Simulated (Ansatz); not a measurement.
## AlAs, carrier doping

Consider AlAs in the zinc blende structure (space group F-43m, No. 216; a = 5.728 Å).

Carriers are added at fixed cell with a uniform background; the Fermi–Dirac width is that of 300 K.

All numbers come from Ansatz (an electronic-structure program) PBE, spin-orbit coupling left out.

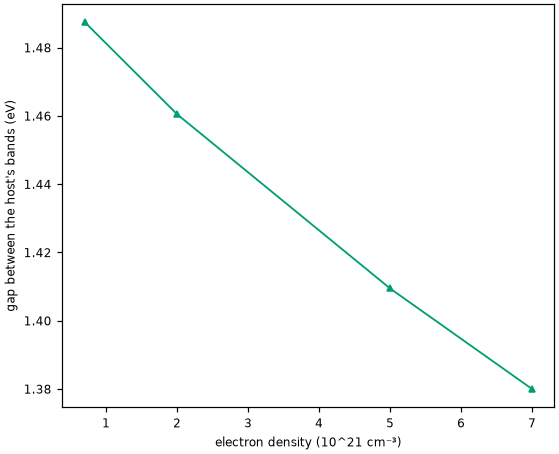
Gap between the host's bands against electron density

```csv
electron density (10^21 cm⁻³),gap between the host's bands
0.7,1.49 eV
2,1.46 eV
5,1.41 eV
7,1.38 eV
```

Carriers are added with a uniform compensating background; total energy and stress of such cells depend on the potential's zero and are not compared; many-body gap narrowing is missing at this level. Stability against distortions was not tested.
